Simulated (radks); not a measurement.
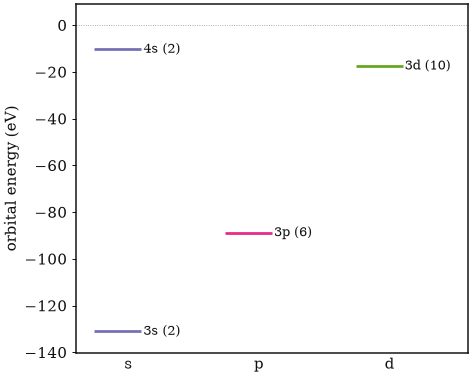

Figure 1. The outer levels are drawn (occupations in brackets). The highest occupied level is 4s at −10.3 eV. From the top down the occupied levels run 4s (−10.3 eV), 3d (−17.5 eV), 3p (−88.9 eV), 3s (−131.1 eV).

**Atomic calculation for Zn**

The neutral zinc atom in the configuration [Ar] 3d10 4s2. Computed at this level: non-relativistic Kohn-Sham, LB94 model potential, spin-polarised, spherical densities, point nucleus (the in-house radial solver radks).

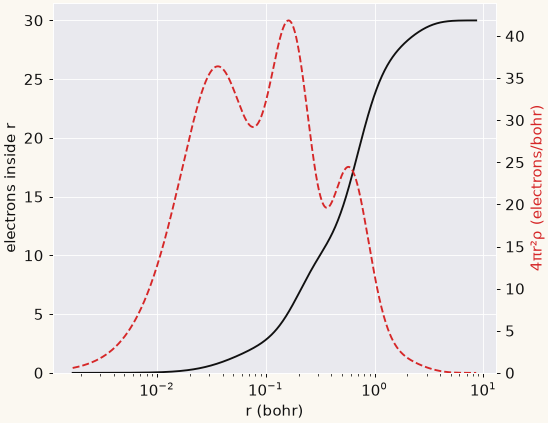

Figure 2. The number of electrons inside radius r (solid) and the radial density 4πr²ρ (dashed). The count levels off at 30 electrons. Half of them lie within 0.545 bohr, 90 % within 1.49 bohr and 99 % within 3.58 bohr. The radial density has minima at 0.0765 and 0.364 bohr, where the count stands at 2.1 and 11.0; these part the shells that the density resolves.

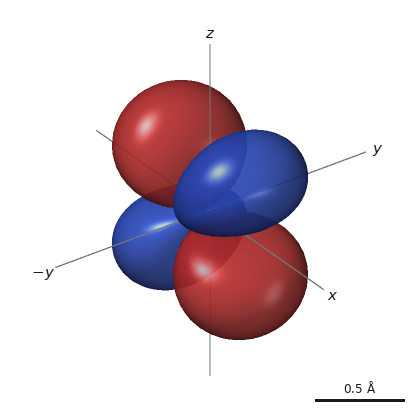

Figure 3. The 3d(xz) orbital. The surface of constant |ψ| that holds about 80 % of the electron is drawn, blue where ψ is positive and red where it is negative. The radial function comes from the spherical calculation and is multiplied by a real spherical harmonic; the overall sign is chosen so that the largest lobe of P(r) is positive. It has the nodal planes xy and yz and no radial node. The maximum of P² lies at 0.562 bohr, ⟨r⟩ = 0.882 bohr, 90 % of the charge lies within 1.54 bohr, and the eigenvalue is −17.5 eV, with 10 electrons in the shell.

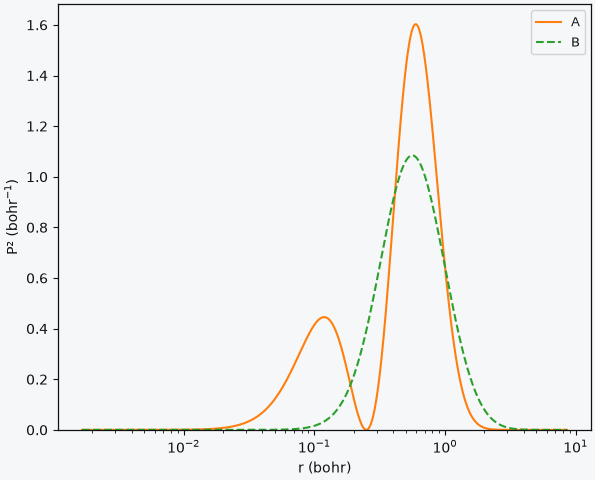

Figure 4. The radial probability densities P² of 3p and 3d. A is 3p; B is 3d. 3p: outer maximum at 0.597 bohr, ⟨r⟩ = 0.721 bohr, 1 node, eigenvalue −88.9 eV; 3d: outer maximum at 0.562 bohr, ⟨r⟩ = 0.882 bohr, 0 nodes, eigenvalue −17.5 eV.

These pictures come from the run below.

**Input file**
```
Z 30
configuration [Ar] 3d10 4s2
relativity non-relativistic
functional lda,pw
spin polarised
nucleus point
response adiabatic LDA kernel
```

Energies in input and log are in hartree, lengths in bohr.

**Output**
```
1s      1   1.0000        -348.53571786
2s      1   1.0000         -42.41983193
2p      1   3.0000         -37.52022914
3s      1   1.0000          -4.81707699
3p      1   3.0000          -3.26524358
3d      1   5.0000          -0.64366587
4s      1   1.0000          -0.38029184
1s      2   1.0000        -348.53571786
2s      2   1.0000         -42.41983193
2p      2   3.0000         -37.52022914
3s      2   1.0000          -4.81707699
3p      2   3.0000          -3.26524358
3d      2   5.0000          -0.64366587
4s      2   1.0000          -0.38029184
Etot None
Ekin 1786.8281528263897
Encl -4275.078700553184
Eh 780.2761364459551
Exc None
err 3.026878862721936e-09
it 15
```

**Summary**

- outcome: converged
- kinetic energy: 1786.8282 hartree
- electron–nucleus energy: −4275.0787 hartree
- Hartree energy: 780.276136 hartree
- radius at density 0.001 e/bohr³: 4.07 bohr
- SCF iterations: 15
- hardware: 1 CPU thread, shared host
- wall time: 0.81 s
